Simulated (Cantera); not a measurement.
Input: 1 mol AlCl₃, 0.33 mol O₂, 7.2 mol H₂, equilibrated at 0.00250 bar.

These are equilibrium values from Cantera (NASA tables, ideal gas, pure condensed phases), not measurements of a reactor. Candidate condensed phases: Al, AlCl₃, Al₂O₃, H₂O; 29 gas species. The tables' values for AlCl₂ are old estimates; treat these amounts as uncertain. Condensed phases not in the tables: AlOCl. Kinetics and transport are ignored.

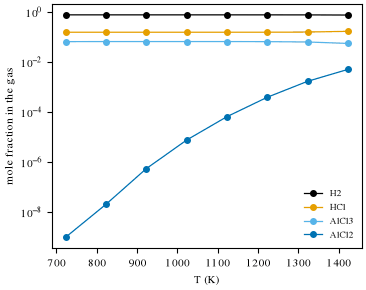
*Equilibrium gas composition (values under 1e-9 drawn at 1e-9)*

Read off the mole fractions at 1123 K.

H₂ about 0.78, HCl about 0.16, AlCl₃ about 0.066, AlCl₂ about 6.6e-5.
